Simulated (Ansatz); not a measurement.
# Relaxing h-BP hexagonal flake, H-capped, Sb on P sites (60 atoms)

How does h-BP hexagonal flake, H-capped, Sb on P sites (60 atoms) relax, and what do bonds, charges and levels look like afterwards?

Calculated with Ansatz 0.2.0; Kohn-Sham DFT, PBE, PAW (set soft_2), plane waves.

## (1) The starting structure

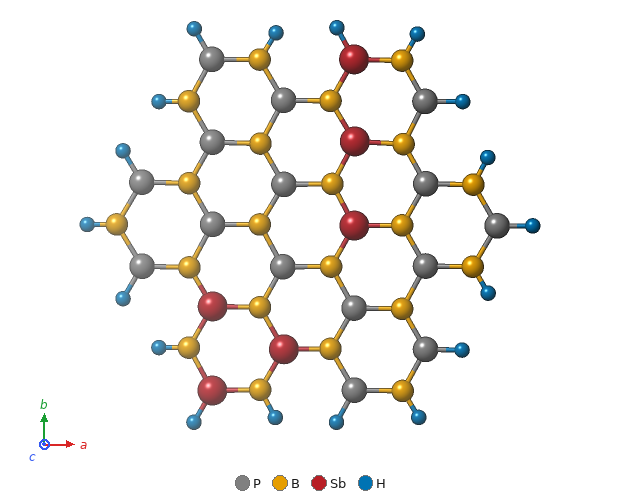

The starting structure, seen nearly along c (phosphorus grey, boron orange, antimony red, hydrogen blue).

The cell holds 60 atoms: 15 P, 21 B, 6 Sb and 18 H. Its edges and angles: a = 27.436 Å, b = 25.300 Å, c = 10.000 Å, α = 90.0°, β = 90.0°, γ = 90.0°. It derives from BP (h-BP). h-BP (a = 3.21 Å), rectangular cell with x along the armchair direction; hexagon of inner radius 7.5 Å, edges capped with H, 10 Å of vacuum, 6 of 21 P replaced by Sb at random; not relaxed, displaced by a Gaussian of 0.02 Å. Regions: sheet, 42 atoms (15 P, 21 B and 6 Sb); hydrogen, 18 atoms (18 H). Vacuum lies along a, b and c.

What the set-up can't give: Spin–orbit coupling is left out, which matters for the levels of the heavy elements.

## (2) Single point at the start

The forces at the start show how far the geometry lies from a minimum of this functional.

The input, input.yaml:

```yaml
crystal:
  lattice:
    - [27.43635, 0.0, 0.0]
    - [0.0, 25.29951, 0.0]
    - [0.0, 0.0, 10.0]
  atoms:
    - { symbol: P, position: [0.26018, 0.4359, 0.5002] }
    - { symbol: B, position: [0.22412, 0.50008, 0.49982] }
    - { symbol: P, position: [0.25983, 0.56509, 0.5007] }
    - { symbol: B, position: [0.32683, 0.31102, 0.49958] }
    [... 50 atom lines left out ...]
    - { symbol: H, position: [0.71732, 0.69067, 0.4994] }
    - { symbol: H, position: [0.53803, 0.80356, 0.50208] }
    - { symbol: H, position: [0.65261, 0.79424, 0.50021] }
    - { symbol: H, position: [0.75359, 0.39641, 0.49973] }
    - { symbol: H, position: [0.75296, 0.60486, 0.49804] }
    - { symbol: H, position: [0.81726, 0.50011, 0.50249] }
magnetization:
  spin_polarized: true
kpoints:
  mp_grid: { grid: [1, 1, 1] }
hamiltonian:
  xc: pbe
scf:
  occupations: { method: fermi_dirac, width: 0.05 }
  lower_state_search: "off"
output:
  forces: true
  populations: true
  dos:
    method: { smearing: { sigma: 0.1 } }
    de: 0.1
    projected:
      site_lists:
        B: [B]
        H: [H]
        P: [P]
        Sb: [Sb]
        sheet: [0, 1, 2, 3, 4, 5, 6, 7, 8, 9, 10, 11, 12, 13, 14, 15, 16, 17, 18, 19, 20, 21, 22, 23, 24, 25, 26, 27, 28, 29, 30, 31, 32, 33, 34, 35, 36, 37, 38, 39, 40, 41]
        hydrogen: [42, 43, 44, 45, 46, 47, 48, 49, 50, 51, 52, 53, 54, 55, 56, 57, 58, 59]
  eigenvalues: true
```

Run with:

```console
> ansatz run input.yaml --threads 4 --pin off --max-ram 8192MiB --backend cpu --events-out ev --progress --plain --runs-dir out
```

It took 2.9 min on 4 threads of Arm Neoverse V2, shared host; peak memory 6.3 GiB.

The program notes that starting moments were not kept and it cut back its work space to fit the memory limit.

The run gave:

| Item | Value |
| --- | --- |
| free energy | -53772.6084 eV |
| free energy per atom | -896.2101 eV/atom |
| SCF cycles | 19 |
| r.m.s. force component | 2.161 eV/Å |
| longest force | 12.11 eV/Å |
| Fermi energy | -3.007 eV |
| gap (highest filled to lowest empty level) | 1.575 eV |
| spilling of the projection | 0.01131 |

The r.m.s. force component of 2.2 eV/Å sets the starting point.

Length of the force by element:

| element | coordination | atoms | mean length of the force (eV/Å) | spread | least | most |
| --- | --- | --- | --- | --- | --- | --- |
| B | all | 21 | 4.33 | 3.56 | 0.401 | 12.1 |
| H | all | 18 | 1.32 | 2.21 | 0.121 | 8.10 |
| P | all | 15 | 1.35 | 0.517 | 0.745 | 2.61 |
| Sb | all | 6 | 2.02 | 1.02 | 1.07 | 4.17 |

## (3) Relaxation

The atoms are relaxed in the fixed cell, aiming at the force tolerance of the input.

input.yaml, the sections that differ from step 2:

```yaml
output:
  forces: true
relax:
  f_tol: 0.05
  max_steps: 76
# crystal, magnetization, kpoints, hamiltonian, scf: as in step 2
```

Wall time 18 min (4 threads); peak memory 6.2 GiB; 69 min of CPU time.

Step by step:

| step | energy less that of the first step (eV) | largest force component (eV/Å) |
| --- | --- | --- |
| 1 | 0.0000 | 10.5500 |
| 2 | -9.9253 | 4.0988 |
| 3 | -14.2040 | 1.1296 |
| 4 | -15.7365 | 0.5236 |
| 5 | -16.5833 | 0.2306 |
| 6 | -16.9233 | 0.2934 |
| 7 | -17.0458 | 0.4004 |
| 8 | -17.1299 | 0.4459 |
| 9 | -17.2081 | 0.3479 |
| 10 | -17.2504 | 0.6105 |
| 11 | -17.3429 | 0.3866 |
| 12 | -17.4089 | 0.1086 |
| 13 | -17.4696 | 0.1571 |
| 14 | -17.5004 | 0.2476 |
| 15 | -17.5035 | 0.2574 |
| 16 | -17.5409 | 0.1999 |
| 17 | -17.5559 | 0.1105 |
| 18 | -17.5622 | 0.1102 |
| 19 | -17.5654 | 0.1729 |
| 20 | -17.5677 | 0.1003 |
| 21 | -17.5701 | 0.0114 |
| 22 | -17.5701 | 0.0114 |

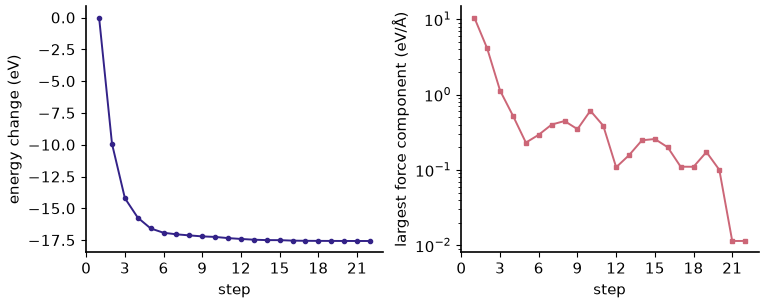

Energy and largest force along the relaxation.

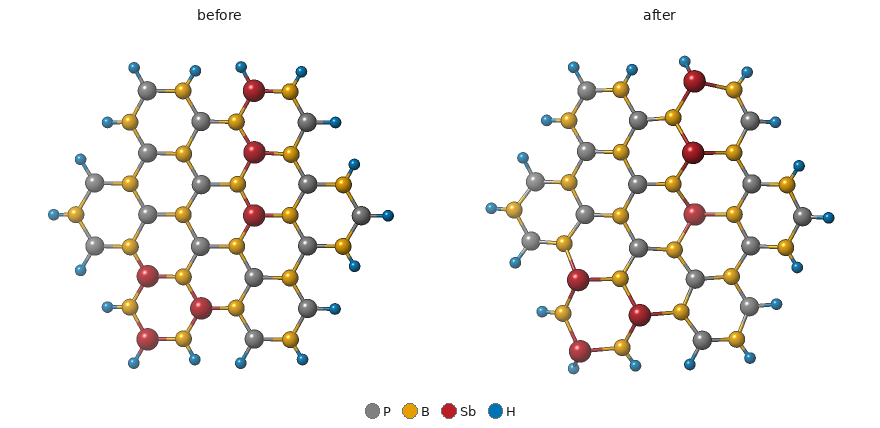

Before and after, at one scale.

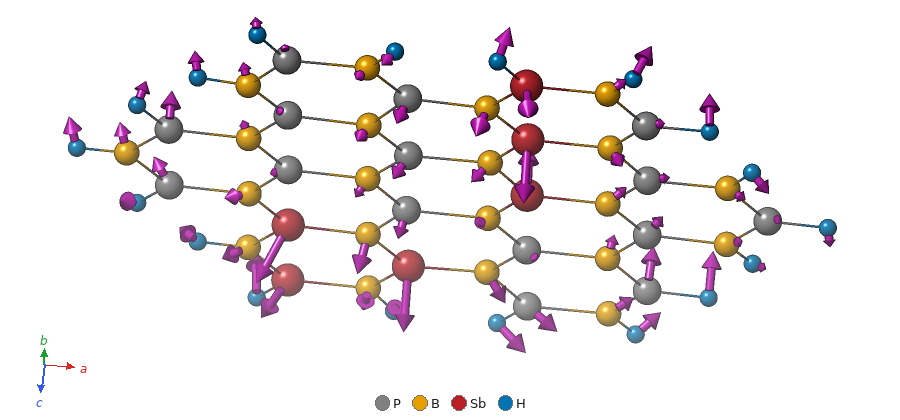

Displacements in the relaxation, exaggerated; the longest in the cell stands for 1.10 Å.

The atoms that moved most (Å):

| atom | dx | dy | dz | length |
| --- | --- | --- | --- | --- |
| Sb35 | 0.057 | 0.008 | 1.099 | 1.101 |
| Sb9 | -0.391 | -0.171 | 0.965 | 1.055 |
| Sb7 | 0.037 | -0.324 | 0.986 | 1.039 |
| H47 | -0.120 | -0.307 | -0.954 | 1.009 |
| Sb38 | 0.116 | 0.512 | 0.737 | 0.905 |
| Sb5 | -0.348 | -0.611 | 0.385 | 0.802 |
| H54 | -0.009 | 0.225 | -0.750 | 0.783 |
| Sb31 | -0.058 | 0.030 | -0.754 | 0.757 |

The relaxation changed the energy by -293 meV/atom, and atoms moved by 0.51 Å r.m.s., 1.1 Å at most.

## (4) Structure statistics after relaxation

Bonds before and after, by the cutoffs listed below:

| pair | bonds before | bonds after | mean before (Å) | mean after (Å) | spread before (Å) | spread after (Å) |
| --- | --- | --- | --- | --- | --- | --- |
| B-H | 9 | 9 | 1.194 | 1.196 | 0.022 | 0.002 |
| B-P | 38 | 38 | 1.856 | 1.854 | 0.031 | 0.021 |
| B-Sb | 16 | 16 | 1.855 | 2.187 | 0.033 | 0.015 |
| H-P | 7 | 7 | 1.428 | 1.412 | 0.034 | 0.002 |
| H-Sb | 2 | 2 | 1.416 | 1.715 | 0.016 | 0.001 |

Normalised to the volume that the atoms fill. Pair distribution functions g(r), in bins of 0.2 Å:

| r (Å) | total | B-B | B-H | B-P | B-Sb | H-H | H-P |
| --- | --- | --- | --- | --- | --- | --- | --- |
| 1.10 | 2.07 | 0.00 | 9.85 | 0.00 | 0.00 | 0.00 | 0.00 |
| 1.30 | 0.00 | 0.00 | 0.00 | 0.00 | 0.00 | 0.00 | 0.00 |
| 1.50 | 1.09 | 0.00 | 0.00 | 0.00 | 0.00 | 0.00 | 7.30 |
| 1.70 | 0.21 | 0.00 | 0.00 | 0.00 | 0.00 | 0.00 | 0.00 |
| 1.90 | 3.51 | 0.00 | 0.00 | 20.04 | 0.00 | 0.00 | 0.00 |
| 2.10 | 0.88 | 0.00 | 0.00 | 0.00 | 12.45 | 0.00 | 0.00 |
| 2.30 | 0.31 | 0.00 | 0.00 | 0.00 | 2.75 | 1.28 | 0.00 |
| 2.50 | 0.00 | 0.00 | 0.00 | 0.00 | 0.00 | 0.00 | 0.00 |
| 2.70 | 1.25 | 0.00 | 2.79 | 0.00 | 0.00 | 0.92 | 3.88 |
| 2.90 | 0.29 | 0.00 | 0.00 | 0.00 | 0.00 | 1.21 | 0.00 |
| 3.10 | 0.98 | 1.55 | 0.96 | 0.00 | 0.00 | 2.92 | 0.00 |
| 3.30 | 1.34 | 6.17 | 0.27 | 0.00 | 0.00 | 0.33 | 0.77 |
| 3.50 | 0.91 | 1.67 | 0.38 | 0.28 | 0.00 | 0.60 | 0.36 |
| 3.70 | 0.86 | 1.19 | 0.55 | 2.24 | 0.32 | 0.00 | 0.16 |
| 3.90 | 0.35 | 0.00 | 0.00 | 1.18 | 1.48 | 0.00 | 0.28 |
| 4.10 | 0.10 | 0.00 | 0.00 | 0.22 | 0.84 | 0.00 | 0.00 |
| 4.30 | 0.41 | 0.00 | 1.06 | 0.10 | 1.01 | 0.00 | 0.67 |
| 4.50 | 0.11 | 0.00 | 0.07 | 0.00 | 0.00 | 0.00 | 0.65 |
| 4.70 | 0.09 | 0.00 | 0.28 | 0.00 | 0.00 | 0.00 | 0.10 |
| 4.90 | 0.58 | 0.00 | 0.31 | 2.19 | 0.00 | 0.00 | 0.70 |
| 5.10 | 0.32 | 0.00 | 0.23 | 0.57 | 1.71 | 0.00 | 0.08 |
| 5.30 | 0.37 | 0.00 | 0.27 | 0.85 | 1.14 | 0.50 | 0.23 |
| 5.50 | 0.32 | 0.59 | 0.15 | 0.00 | 0.45 | 0.48 | 0.14 |
| 5.70 | 0.42 | 1.21 | 0.19 | 0.00 | 0.28 | 0.54 | 0.00 |
| 5.90 | 0.29 | 0.90 | 0.26 | 0.00 | 0.00 | 0.30 | 0.31 |
| 6.10 | 0.15 | 0.07 | 0.20 | 0.00 | 0.00 | 0.00 | 0.17 |
| 6.30 | 0.19 | 0.26 | 0.27 | 0.00 | 0.00 | 0.17 | 0.27 |
| 6.50 | 0.26 | 0.61 | 0.21 | 0.09 | 0.00 | 0.00 | 0.30 |

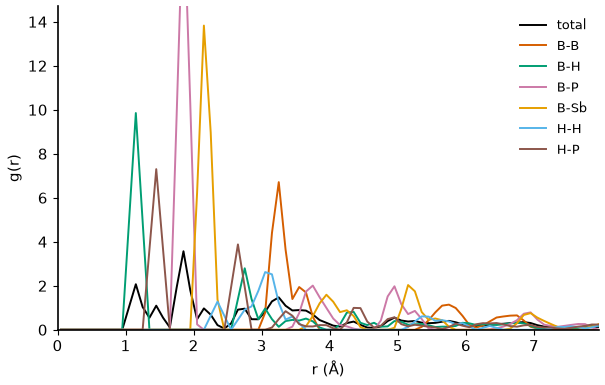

Pair distribution functions, lightly smoothed, with peaks cut at 14.

Bonds by pair of elements; cutoffs follow the first minimum of g(r), held within bounds set by covalent radii, and pairs that aren't listed don't count as bonded (cutoffs were set anew for this text, so counts can differ from the run's own analysis):

| pair A-B | cutoff (Å) | bonds | mean length (Å) | spread (Å) | shortest (Å) | B about A | A about B |
| --- | --- | --- | --- | --- | --- | --- | --- |
| B-H | 1.44 | 9 | 1.20 | 0.002 | 1.19 | 0.429 | 0.5 |
| B-P | 2.27 | 38 | 1.85 | 0.021 | 1.82 | 1.81 | 2.53 |
| B-Sb | 2.62 | 16 | 2.19 | 0.015 | 2.16 | 0.762 | 2.67 |
| H-P | 1.73 | 7 | 1.41 | 0.002 | 1.41 | 0.389 | 0.467 |
| H-Sb | 2.12 | 2 | 1.72 | 0.001 | 1.71 | 0.111 | 0.333 |

How many atoms have how many bonded neighbours:

| element | mean | 1 | 3 |
| --- | --- | --- | --- |
| B | 3 | 0 | 21 |
| H | 1 | 18 | 0 |
| P | 3 | 0 | 15 |
| Sb | 3 | 0 | 6 |

Bond angles (no mean is given where the spread exceeds 20°):

| angle | count | mean (°) | spread (°) |
| --- | --- | --- | --- |
| B-P-B | 31 | 121 | 2.5 |
| P-B-P | 23 | 120 | 3.3 |
| P-B-Sb | 17 | 120 | 2.9 |
| B-Sb-B | 14 | 109 | 2.9 |
| B-P-H | 14 | 116 | 1.5 |

Counting bonds as in the table, all B atoms have 3, all H atoms have 1, all P atoms have 3 and all Sb atoms have 3 bonded neighbours. The B-P-B angle averages 121° with a spread of 2°.

## (5) Single point at the relaxed geometry

The electronic structure is read at the final geometry, in a run of its own.

The input, input.yaml:

```yaml
crystal:
  lattice:
    - [27.43635, 0.0, 0.0]
    - [0.0, 25.29951, 0.0]
    - [0.0, 0.0, 10.0]
  atoms:
    - { symbol: P, position: [0.25177, 0.44567, 0.47322] }
    - { symbol: B, position: [0.21937, 0.50911, 0.46644] }
    - { symbol: P, position: [0.25898, 0.56677, 0.44298] }
    - { symbol: B, position: [0.31385, 0.29829, 0.50705] }
    [... 50 atom lines left out ...]
    - { symbol: H, position: [0.71432, 0.69029, 0.43185] }
    - { symbol: H, position: [0.54289, 0.81432, 0.45285] }
    - { symbol: H, position: [0.66078, 0.79272, 0.43723] }
    - { symbol: H, position: [0.75867, 0.39393, 0.50136] }
    - { symbol: H, position: [0.76308, 0.60227, 0.52525] }
    - { symbol: H, position: [0.81917, 0.49602, 0.52338] }
magnetization:
  spin_polarized: true
kpoints:
  mp_grid: { grid: [1, 1, 1] }
hamiltonian:
  xc: pbe
scf:
  occupations: { method: fermi_dirac, width: 0.05 }
  lower_state_search: "off"
output:
  forces: true
  populations: true
  dos:
    method: { smearing: { sigma: 0.08 } }
    de: 0.1
    projected:
      site_lists:
        B: [B]
        H: [H]
        P: [P]
        Sb: [Sb]
        sheet: [0, 1, 2, 3, 4, 5, 6, 7, 8, 9, 10, 11, 12, 13, 14, 15, 16, 17, 18, 19, 20, 21, 22, 23, 24, 25, 26, 27, 28, 29, 30, 31, 32, 33, 34, 35, 36, 37, 38, 39, 40, 41]
        hydrogen: [42, 43, 44, 45, 46, 47, 48, 49, 50, 51, 52, 53, 54, 55, 56, 57, 58, 59]
  eigenvalues: true
  write_density: true
  write_potential: true
  volumetric_format: npy
```

It took 2.4 min on 4 threads; peak memory 6.3 GiB.

The program notes that the exchange-correlation potential is rough where the density is thin.

The run gave:

* free energy: -53790.1785 eV
* free energy per atom: -896.5030 eV/atom
* SCF cycles: 18
* r.m.s. force component: 0.00377 eV/Å
* longest force: 0.0157 eV/Å
* Fermi energy: -3.264 eV
* gap (highest filled to lowest empty level): 1.509 eV
* spilling of the projection: 0.01065

Löwdin charges by element (they lack the spilled electrons, 0.044 e an atom on average):

| element | coordination | atoms | mean charge (e) | spread | least | most |
| --- | --- | --- | --- | --- | --- | --- |
| B | all | 21 | -0.531 | 0.0628 | -0.640 | -0.449 |
| H | all | 18 | 0.0587 | 0.0509 | -0.0671 | 0.109 |
| P | all | 15 | 0.577 | 0.0585 | 0.496 | 0.640 |
| Sb | all | 6 | 0.675 | 0.0744 | 0.552 | 0.735 |

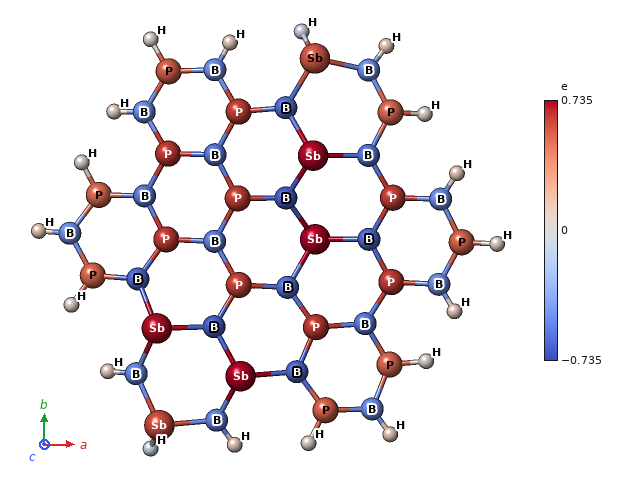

Atoms coloured by Löwdin charge.

By region:

| region | atoms | mean length of the force (eV/Å) |
| --- | --- | --- |
| sheet | 42 | 0.006 |
| hydrogen | 18 | 0.004 |

Density of states as counts of states in windows of 1 eV (from the Fermi level), total and the larger projections:

| from (eV) | to (eV) | total up | total down | sheet | B p | P p | Sb p | H s |
| --- | --- | --- | --- | --- | --- | --- | --- | --- |
| -14 | -13 | 2.5 | 2.5 | 4.7 | 0.4 | 0.1 | 0.0 | 0.2 |
| -13 | -12 | 5.9 | 5.9 | 10.8 | 1.9 | 0.5 | 0.1 | 0.8 |
| -12 | -11 | 6.6 | 6.6 | 12.3 | 3.3 | 0.5 | 0.1 | 0.9 |
| -11 | -10 | 2.8 | 2.8 | 5.3 | 1.1 | 0.3 | 0.1 | 0.3 |
| -10 | -9 | 3.2 | 3.2 | 6.0 | 1.3 | 0.3 | 0.1 | 0.4 |
| -9 | -8 | 4.1 | 4.1 | 7.1 | 0.7 | 3.3 | 0.1 | 0.8 |
| -8 | -7 | 8.0 | 8.0 | 13.3 | 1.7 | 5.4 | 0.9 | 2.3 |
| -7 | -6 | 6.0 | 6.0 | 9.4 | 2.4 | 3.8 | 0.6 | 2.3 |
| -6 | -5 | 6.6 | 6.6 | 10.5 | 4.7 | 3.3 | 0.7 | 2.5 |
| -5 | -4 | 11.0 | 11.0 | 18.7 | 8.6 | 7.3 | 1.6 | 3.1 |
| -4 | -3 | 12.8 | 12.8 | 22.8 | 11.3 | 8.3 | 2.5 | 2.4 |
| -3 | -2 | 11.2 | 11.2 | 21.4 | 9.6 | 7.0 | 4.3 | 0.8 |
| -2 | -1 | 10.1 | 10.1 | 19.8 | 6.6 | 7.7 | 4.8 | 0.2 |
| -1 | 0 | 2.2 | 2.2 | 4.4 | 0.8 | 1.8 | 1.6 | 0.0 |
| 0 | 1 | 2.6 | 2.6 | 5.0 | 4.3 | 0.2 | 0.3 | 0.0 |
| 1 | 2 | 8.2 | 8.2 | 15.1 | 10.9 | 2.5 | 1.0 | 0.2 |
| 2 | 3 | 7.5 | 7.5 | 12.2 | 6.1 | 3.2 | 0.7 | 1.1 |
| 3 | 4 | 16.2 | 16.2 | 17.4 | 5.1 | 3.3 | 3.1 | 3.3 |

The curve was stored every 0.100 eV, coarse against its broadening of 0.08 eV, so these counts are rough.

The stored curve holds about 186 of the 246 electrons; the rest, give or take the few that broadening carries across the Fermi level, lie in deeper levels below its range.

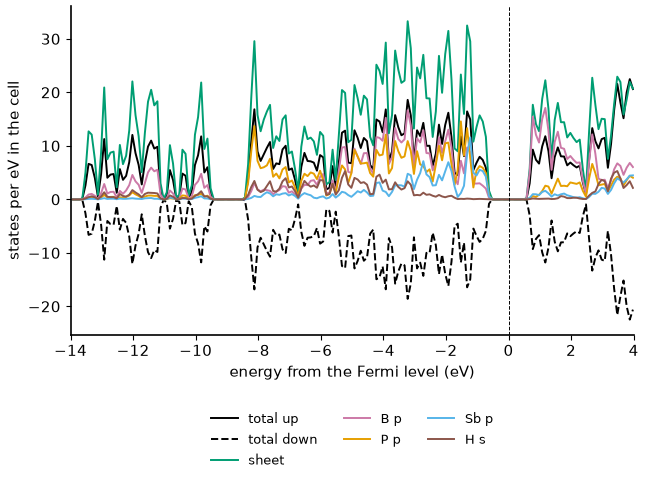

Total and projected density of states, with the broadening of the input. Down spins are drawn downwards.

The levels nearest the highest filled one (over half full), pooled over k-points and spins:

| level less the highest filled one (eV) | occupation |
| --- | --- |
| -0.257 | 1 |
| -0.257 | 1 |
| -0.134 | 1 |
| -0.134 | 1 |
| 0 | 1 |
| 0 | 1 |
| 1.51 | 0 |
| 1.51 | 0 |
| 1.60 | 0 |
| 1.60 | 0 |
| 1.76 | 0 |
| 1.76 | 0 |

Mean Löwdin charges: B -0.53, H +0.06, P +0.58, Sb +0.67 e (they miss 1.1 % of the electrons, so they add up to more than the cell's charge). The largest share in the top eV of filled states is P p (41 % of the projected weight), and in the lowest eV of empty states B p (77 % of the projected weight).

## (6) Results

| Property | Result |
| --- | --- |
| energy change in the relaxation | -292.8 meV/atom |
| r.m.s. displacement | 0.509 Å |
| largest displacement | 1.101 Å |
| free energy per atom | -896.5030 eV/atom |
| r.m.s. force component | 0.00377 eV/Å |
| gap (highest filled to lowest empty level) | 1.509 eV |
| wall time of the 3 DFT runs | 23 min |

**Reading.** Relaxation lowers the energy by 293 meV/atom and moves atoms by 0.51 Å r.m.s.; the r.m.s. force component goes from 2.2 to 0.0038 eV/Å, and the gap from 1.57 to 1.51 eV. By the final cutoffs no bond was broken or made. From the first step to the last the energy fell by 17.570 eV, and the largest move was 1.10 Å (Sb35). The B-Sb bonds go from 1.855 Å (spread 0.033) to 2.187 Å (spread 0.015). Counting bonds as in the table, all B atoms have 3, all H atoms have 1, all P atoms have 3 and all Sb atoms have 3 bonded neighbours. The highest filled and lowest empty levels differ by 1.51 eV (at Γ alone); a semilocal functional tends to put such gaps too low.

**Limits.** In the spin-polarised runs the search for a state of lower energy was switched off. The run was spin polarised, started with 2 parallel moments, ending at 0.0 μB in the cell; the starting moments vanished.

[Logs are printed without paths, hosts, clocks, repeated set-up lines and the standing remarks that a program may print on its own settings, such as how far it seeks lower states.]

[Hosts, paths, dates, database ids (printed as entryN), source tags and the programs' standing remarks are cut or masked in the printed files.]
